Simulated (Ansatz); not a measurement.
## Geometry relaxation, with input and output: C₂H₁₀OSi₃ (part 1 of 2)

The run: geometry relaxation of C₂H₁₀OSi₃. Method and program: RKS r2SCAN-D4/6-31G (Ansatz 0.2.0).

It belongs to a series of runs on one base structure; here: end point A relaxed. Figures and captions count atoms from 1; the log counts them from 0 in places.

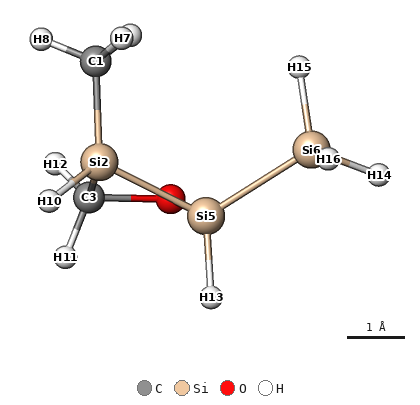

Figure 1. The structure as given in the input (ball-and-stick view, seen at a tilt; atoms are numbered from 1 in the order of the input). Bond lengths as drawn: C–H 1.04 to 1.14 Å, C–O 1.49 Å, C–Si 1.78 to 1.89 Å, H–Si 1.46 to 1.52 Å, O–Si 1.67 Å and Si–Si 2.20 to 2.27 Å.

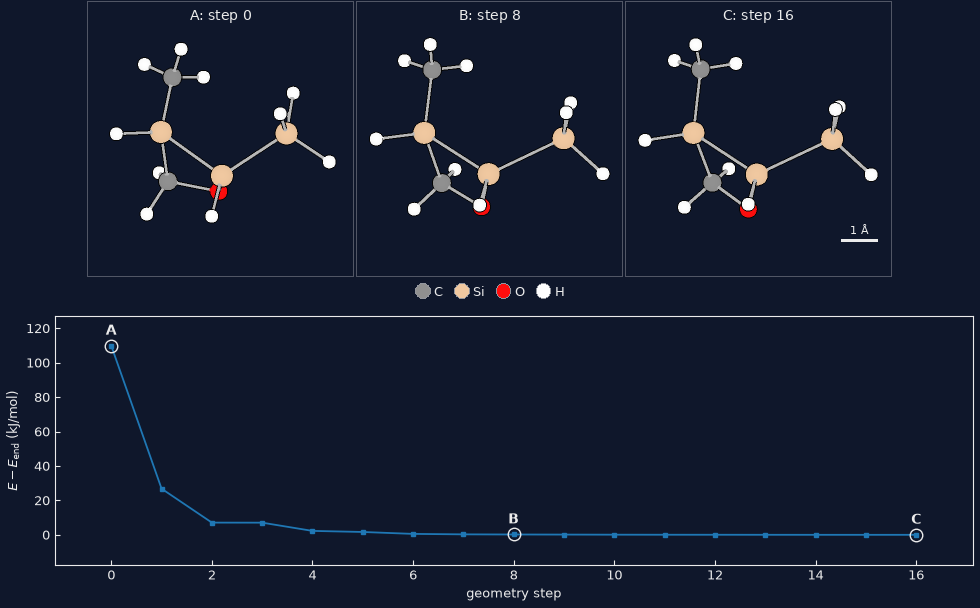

Figure 2. Frames of the relaxation (ball-and-stick view, seen at a tilt) above the curves, on which the letters mark them (the first geometry is step 0 here and step 1 in the log).

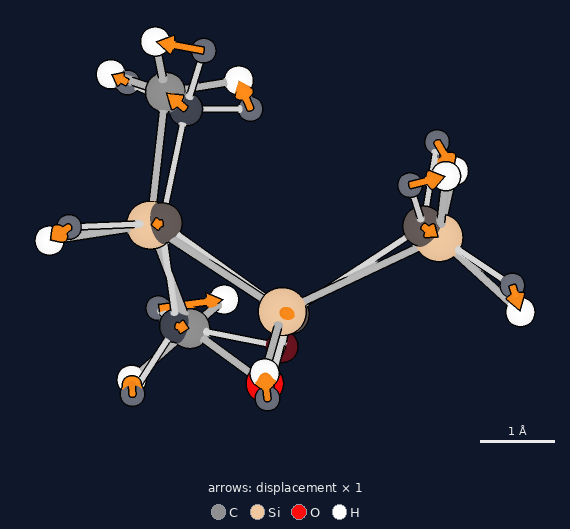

Figure 3. Start (faint) and end (solid) with the displacements as orange arrows, at true length (ball-and-stick view, seen at a tilt). The two geometries are laid on each other by the best rigid fit. The atom that moves furthest after the best rigid fit is H12 (0.91 Å). Largest moves by element: H 0.91 Å, O 0.73 Å, C 0.38 Å, Si 0.37 Å. Distances before and after: Si2–Si5 2.202 → 2.377 Å, C1–Si2 1.779 → 1.912 Å, O4–Si5 1.667 → 1.797 Å, Si5–Si6 2.272 → 2.365 Å. Among the angles that change: C1–Si2–C3 109.0° → 117.0°, C3–O4–Si5 98.1° → 104.9°, H7–C1–H9 101.9° → 108.4°. Over 16 geometry steps the energy falls by 109.9 kJ/mol. Largest force component: 3.7 eV/Å at the start, 0.012 eV/Å at the end. (Atoms are counted from 1 in the order of the input.)

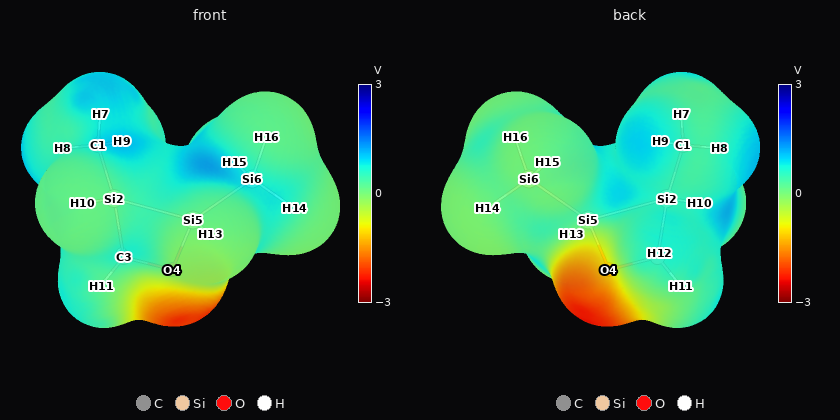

Figure 4. The molecular electrostatic potential painted on the density surface at 0.002 e/bohr³, seen at a tilt and from behind; the colour scale runs from red (negative) to blue (positive).

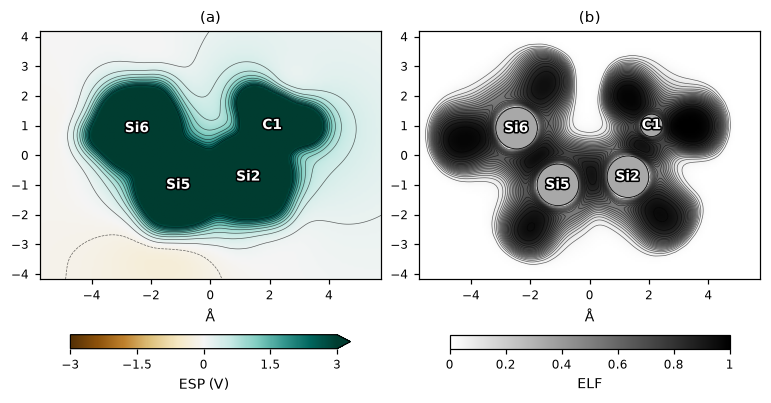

Figure 5. (a) molecular electrostatic potential; (b) ELF on the plane of atoms Si2, Si5 and Si6. Grey discs, where drawn, cover atomic cores. C–Si (1.91 Å): the ELF peaks at about 0.95 between the atoms, which marks a covalent bond. Si–Si (2.36 Å): the ELF peaks at about 0.95 between the atoms (localised, shared-pair bonding).

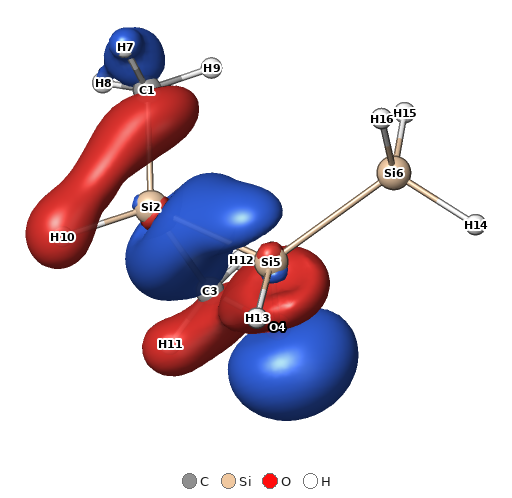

Figure 6. The HOMO−1 at ±0.1 Å⁻³ᐟ² (blue and red are the two phases), seen at a tilt. It lies mainly on O4 (50 %), Si2 (15 %), C3 (10 %) and Si5 (10 %). Its energy is −6.41 eV.

These pictures come from the run below.

Input file
```yaml
crystal:
  periodic: [false, false, false]
  atoms:
    - { symbol: C, position_ang: [-1.7488, -1.0472, 0.365] }
    - { symbol: Si, position_ang: [-0.1289, -0.752, 1.0372] }
    - { symbol: C, position_ang: [1.1493, -1.6865, -0.0002] }
    - { symbol: O, position_ang: [1.4536, -0.6162, -0.9864] }
    - { symbol: Si, position_ang: [1.1589, 0.6986, -0.005] }
    - { symbol: Si, position_ang: [0.0226, 2.4265, -0.947] }
    - { symbol: H, position_ang: [-2.472, -0.2414, 0.7188] }
    - { symbol: H, position_ang: [-2.1625, -1.961, 0.6354] }
    - { symbol: H, position_ang: [-1.8064, -0.9444, -0.6987] }
    - { symbol: H, position_ang: [-0.0011, -0.9302, 2.5365] }
    - { symbol: H, position_ang: [2.0986, -1.9377, 0.5692] }
    - { symbol: H, position_ang: [0.8183, -2.5932, -0.4375] }
    - { symbol: H, position_ang: [2.3808, 1.076, 0.6903] }
    - { symbol: H, position_ang: [0.8283, 3.1603, -1.917] }
    - { symbol: H, position_ang: [-1.2058, 1.9096, -1.6283] }
    - { symbol: H, position_ang: [-0.4077, 3.4162, 0.1118] }
basis:
  gaussian: { orbitals: "6-31G" }
hamiltonian:
  xc: r2scan
  dispersion: d4
relax:
  f_tol: 0.02
  max_steps: 50
output:
  orbitals: {}
```

Launched with:
```bash
ansatz run input.yaml --threads 2 --pin off --max-ram 3072MiB --backend cpu --events-out ev --progress --plain --runs-dir out
```

The program's output
```
The last accepted step is kept in [file] (removed where the run ends without a failure and the disk answers)
Engine: ansatz 0.2.0, aarch64-unknown-linux-gnu
Functional definition: r2SCAN
  parameter k0 = 0.174
  parameter k1 = 0.065
  parameter a1 = 4.9479
  exchange = r2scan_x(k0 = k0, k1 = k1, a1 = a1)
  correlation = r2scan_c
1147 factors; integrals over basis functions are off by at most 1.6e-4 eV
mean field evaluation 1: about -27897.4647 eV, gradient 6.3e1 eV
mean field evaluation 2: about -27871.8247 eV, gradient 1.2e2 eV
mean field evaluation 4: about -27906.1937 eV, gradient 7.1e0 eV
mean field evaluation 8: about -27906.2971 eV, gradient 1.7e-1 eV
mean field -27906.29723205 eV, -1025.5375077101 hartree, gradient 8.6e-5 eV, S^2 0.000000; 0 other end points of the search recorded, 0 dependent functions left out
the calculation of the forces begins
reference -27906.29724471 eV, -1025.5375081754 hartree; 36, 36 occupied and 50, 50 virtual orbitals, 1147 factors
relax step   1: F+E_penalty+E_count = -27906.41243618 eV  Δ(F+E_penalty+E_count) = +0.000e0 eV  max|allowed force component| = 3.748e0 eV/Å  Δτ_max = 0.0000 Å  (25 SCF iters, accepted)
these checks for a lower state are left out or cut short: starts, cluster_reference, orbital_swaps, neighbouring_geometries, increment
1147 factors; integrals over basis functions are off by at most 1.6e-4 eV
mean field evaluation 16: about -27907.0219 eV, gradient 5.8e0 eV
mean field -27907.16061084 eV, -1025.5692362954 hartree, gradient 1.5e-5 eV, S^2 0.000000; 0 other end points of the search recorded, 0 dependent functions left out
[... from here on the field's lines of each further geometry are left out, up to the last ...]
relax step   2: F+E_penalty+E_count = -27907.27321338 eV  Δ(F+E_penalty+E_count) = -8.608e-1 eV  max|allowed force component| = 1.880e0 eV/Å  Δτ_max = 0.1948 Å  (27 SCF iters, accepted)
relax step   3: F+E_penalty+E_count = -27907.47750614 eV  Δ(F+E_penalty+E_count) = -2.043e-1 eV  max|allowed force component| = 3.551e-1 eV/Å  Δτ_max = 0.1505 Å  (27 SCF iters, accepted)
relax step   4: F+E_penalty+E_count = -27907.47783975 eV  Δ(F+E_penalty+E_count) = -3.336e-4 eV  max|allowed force component| = 4.154e-1 eV/Å  Δτ_max = 0.1999 Å  (28 SCF iters, accepted)
relax step   5: F+E_penalty+E_count = -27907.52740166 eV  Δ(F+E_penalty+E_count) = -4.956e-2 eV  max|allowed force component| = 2.482e-1 eV/Å  Δτ_max = 0.1997 Å  (27 SCF iters, accepted)
relax step   6: F+E_penalty+E_count = -27907.53390085 eV  Δ(F+E_penalty+E_count) = -6.499e-3 eV  max|allowed force component| = 2.352e-1 eV/Å  Δτ_max = 0.1496 Å  (28 SCF iters, accepted)
relax step   7: F+E_penalty+E_count = -27907.54551304 eV  Δ(F+E_penalty+E_count) = -1.161e-2 eV  max|allowed force component| = 9.193e-2 eV/Å  Δτ_max = 0.0742 Å  (28 SCF iters, accepted)
relax step   8: F+E_penalty+E_count = -27907.54821001 eV  Δ(F+E_penalty+E_count) = -2.697e-3 eV  max|allowed force component| = 4.511e-2 eV/Å  Δτ_max = 0.1207 Å  (29 SCF iters, accepted)
relax step   9: F+E_penalty+E_count = -27907.54905976 eV  Δ(F+E_penalty+E_count) = -8.497e-4 eV  max|allowed force component| = 5.775e-2 eV/Å  Δτ_max = 0.0401 Å  (27 SCF iters, accepted)
relax step  10: F+E_penalty+E_count = -27907.54959080 eV  Δ(F+E_penalty+E_count) = -5.310e-4 eV  max|allowed force component| = 7.467e-2 eV/Å  Δτ_max = 0.0220 Å  (29 SCF iters, accepted)
relax step  11: F+E_penalty+E_count = -27907.55023255 eV  Δ(F+E_penalty+E_count) = -6.418e-4 eV  max|allowed force component| = 2.818e-2 eV/Å  Δτ_max = 0.0275 Å  (28 SCF iters, accepted)
relax step  12: F+E_penalty+E_count = -27907.55056815 eV  Δ(F+E_penalty+E_count) = -3.356e-4 eV  max|allowed force component| = 2.957e-2 eV/Å  Δτ_max = 0.0406 Å  (28 SCF iters, accepted)
relax step  13: F+E_penalty+E_count = -27907.55067884 eV  Δ(F+E_penalty+E_count) = -1.107e-4 eV  max|allowed force component| = 5.369e-2 eV/Å  Δτ_max = 0.0498 Å  (28 SCF iters, accepted)
relax step  14: F+E_penalty+E_count = -27907.55089459 eV  Δ(F+E_penalty+E_count) = -2.157e-4 eV  max|allowed force component| = 2.234e-2 eV/Å  Δτ_max = 0.0065 Å  (23 SCF iters, accepted)
relax step  15: F+E_penalty+E_count = -27907.55103354 eV  Δ(F+E_penalty+E_count) = -1.390e-4 eV  max|allowed force component| = 3.837e-3 eV/Å  Δτ_max = 0.0145 Å  (22 SCF iters, accepted)
relax step  16: F+E_penalty+E_count = -27907.55108549 eV  Δ(F+E_penalty+E_count) = -5.194e-5 eV  max|allowed force component| = 7.740e-3 eV/Å  Δτ_max = 0.0219 Å  (28 SCF iters, accepted)
the calculation of the forces begins
reference -27907.44180040 eV, -1025.5795698211 hartree; 36, 36 occupied and 50, 50 virtual orbitals, 1147 factors
relax step  17: F+E_penalty+E_count = -27907.55109133 eV  Δ(F+E_penalty+E_count) = -5.845e-6 eV  max|allowed force component| = 1.214e-2 eV/Å  Δτ_max = 0.0256 Å  (28 SCF iters, accepted)
1147 factors; integrals over basis functions are off by at most 1.7e-4 eV
mean field evaluation 128: about -27898.9980 eV, gradient 6.1e1 eV
mean field -27907.44178736 eV, -1025.5795693419 hartree, gradient 1.1e-5 eV, S^2 0.000000; 1 other end points of the search recorded, 0 dependent functions left out
the calculation of the forces begins
reference -27907.44180040 eV, -1025.5795698211 hartree; 36, 36 occupied and 50, 50 virtual orbitals, 1147 factors
Total energy: -27907.55110437 eV, -1025.5835866681 hartree
Atom 0 at    -1.967910    -1.109106     0.673112 Å, force    -0.003447    -0.001667    -0.000410 eV/Å
Atom 1 at    -0.112209    -0.924055     1.096297 Å, force     0.003946    -0.002356     0.002901 eV/Å
Atom 2 at     1.179078    -1.648456    -0.202971 Å, force    -0.005047     0.004029    -0.003944 eV/Å
Atom 3 at     1.998304    -0.439571    -0.524782 Å, force     0.001012    -0.008764    -0.003436 eV/Å
Atom 4 at     1.156772     0.920099     0.295823 Å, force    -0.012136     0.004396     0.010963 eV/Å
Atom 5 at     0.165488     2.441166    -1.219113 Å, force     0.000896     0.003195    -0.007669 eV/Å
Atom 6 at    -2.580091    -0.506159     1.353792 Å, force     0.004462    -0.000744    -0.001830 eV/Å
Atom 7 at    -2.281925    -2.155666     0.768504 Å, force     0.000474     0.002473    -0.000222 eV/Å
Atom 8 at    -2.163688    -0.778878    -0.352807 Å, force    -0.001294    -0.001080    -0.000246 eV/Å
Atom 9 at     0.148768    -1.367804     2.515622 Å, force     0.000346     0.000412     0.000514 eV/Å
Atom 10 at     1.846653    -2.426162     0.184287 Å, force     0.000739     0.002177     0.000735 eV/Å
Atom 11 at     0.701959    -2.019565    -1.120143 Å, force     0.002799     0.000893     0.001125 eV/Å
Atom 12 at     2.107220     1.648695     1.217679 Å, force     0.002516     0.001156    -0.001835 eV/Å
Atom 13 at     1.179397     3.095696    -2.116165 Å, force    -0.004618     0.000304     0.001457 eV/Å
Atom 14 at    -0.845700     1.729627    -2.077009 Å, force     0.004327     0.003715     0.003494 eV/Å
Atom 15 at    -0.554915     3.517540    -0.448025 Å, force     0.005024    -0.008140    -0.001600 eV/Å
Dipole moment:    -0.541557    -0.111207     0.243772 e Å
```

Trajectory as extended XYZ (Å, eV, eV/Å), 17 frames, from step=1 to step=17
```
16
Properties=species:S:1:pos:R:3:forces:R:3 step=1 energy=-27906.41244
C    -1.7488   -1.0472    0.3650   -2.8332   2.7649  -0.2483
Si   -0.1289   -0.7520    1.0372    1.0559  -0.6294   2.9314
C     1.1493   -1.6865   -0.0002    2.0241  -0.8098   1.0780
O     1.4536   -0.6162   -0.9864    0.5847  -2.6557  -2.4137
Si    1.1589    0.6986   -0.0050   -0.1662   3.7482   0.9175
Si    0.0226    2.4265   -0.9470   -0.4598   0.6091  -0.0702
H    -2.4720   -0.2414    0.7188    0.6133  -0.8781  -0.1346
H    -2.1625   -1.9610    0.6354   -0.8364  -1.9941   0.5936
H    -1.8064   -0.9444   -0.6987    0.3132  -0.1074  -0.9941
H    -0.0011   -0.9302    2.5365   -0.2110  -0.1161  -0.0900
H     2.0986   -1.9377    0.5692   -0.8148   0.2232  -0.4525
H     0.8183   -2.5932   -0.4375   -0.3220  -0.9245  -1.0311
H     2.3808    1.0760    0.6903    0.7857   0.4456   0.5874
H     0.8283    3.1603   -1.9170    0.3567   0.5143  -0.6499
H    -1.2058    1.9096   -1.6283   -0.1116  -0.0505  -0.0321
H    -0.4077    3.4162    0.1118    0.0214  -0.1397   0.0085
16
Properties=species:S:1:pos:R:3:forces:R:3 step=2 energy=-27907.27321
C    -1.7976   -1.0346    0.4106   -1.5436   0.7277  -0.2551
Si   -0.1116   -0.8479    1.1247    0.6388   0.0647   0.9479
C     1.1876   -1.7501    0.0121    0.7939  -0.5957   0.1425
O     1.4716   -0.6474   -0.9630    0.3262  -1.4385  -1.0559
Si    1.1421    0.7376    0.0033   -0.1814   1.8800   0.7491
Si    0.0548    2.5201   -1.0405   -0.2905  -0.0363   0.1021
H    -2.4965   -0.2505    0.7756    0.3146  -0.3176  -0.0399
H    -2.2441   -1.9885    0.6498   -0.2276  -0.5454   0.1184
H    -1.7833   -0.9304   -0.6766    0.1785  -0.0532  -0.1518
H    -0.0449   -1.0624    2.6169   -0.0570  -0.0816  -0.0158
H     2.1227   -2.0037    0.5561   -0.2999   0.0864  -0.1485
H     0.8691   -2.6440   -0.5208   -0.1198  -0.0747  -0.2564
H     2.3658    1.1770    0.7392    0.2928   0.1960   0.1621
H     0.8191    3.3039   -2.0483    0.1410   0.1212  -0.1546
H    -1.1906    1.9623   -1.6733   -0.0144   0.0663  -0.0620
H    -0.3869    3.4360    0.0782    0.0483   0.0006  -0.0822
16
Properties=species:S:1:pos:R:3:forces:R:3 step=3 energy=-27907.47751
C    -1.8521   -1.0435    0.4450   -0.1929  -0.1286  -0.2428
Si   -0.0943   -0.8683    1.1538    0.1235  -0.0817   0.0746
C     1.2101   -1.7893    0.0045   -0.0218  -0.0845  -0.2397
O     1.5596   -0.6509   -0.9198    0.1363  -0.3551  -0.1477
Si    1.1833    0.7988    0.0454   -0.1288   0.2438   0.2844
Si    0.0360    2.5302   -1.0741   -0.0114   0.0272  -0.0253
H    -2.5311   -0.2781    0.8305   -0.0255   0.0812   0.0523
H    -2.2962   -2.0271    0.6592    0.1324   0.0861   0.0392
H    -1.7942   -0.9314   -0.6474   -0.0295   0.0093   0.0885
H    -0.0553   -1.1367    2.6378    0.0174  -0.0291   0.0317
H     2.1073   -2.1111    0.5519   -0.0126  -0.0071  -0.0430
H     0.8496   -2.6259   -0.6170    0.0242   0.2108   0.1835
H     2.4177    1.3149    0.7702   -0.1254   0.0312  -0.0629
H     0.8457    3.3007   -2.0791    0.0098  -0.0106   0.0071
H    -1.2175    2.0227   -1.7405    0.0947  -0.0300   0.0352
H    -0.3913    3.4724    0.0237    0.0096   0.0371  -0.0351
```
